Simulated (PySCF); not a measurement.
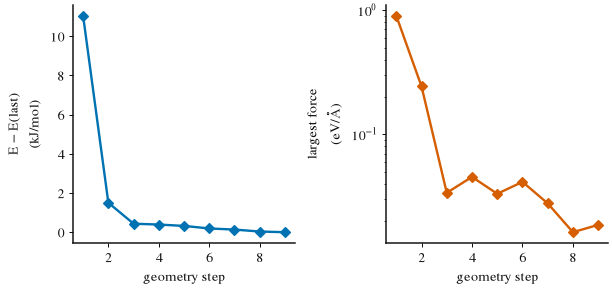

History of a geometry optimisation. The run: C$_{2}$H$_{9}$Ge$_{2}$NS (SMILES C[C](=S)[GeH2][NH][GeH3]), by PBE0-D3(BJ)/def2-SVP, geometry optimisation (PySCF 2.14.0, density fitting).

The optimisation met its thresholds at geometry 9, counting the start as the first. The energy fell by about 11 kJ/mol from the first step to the last. The largest force goes from about 0.9 eV/Å at the start to 0.019 eV/Å at the end.
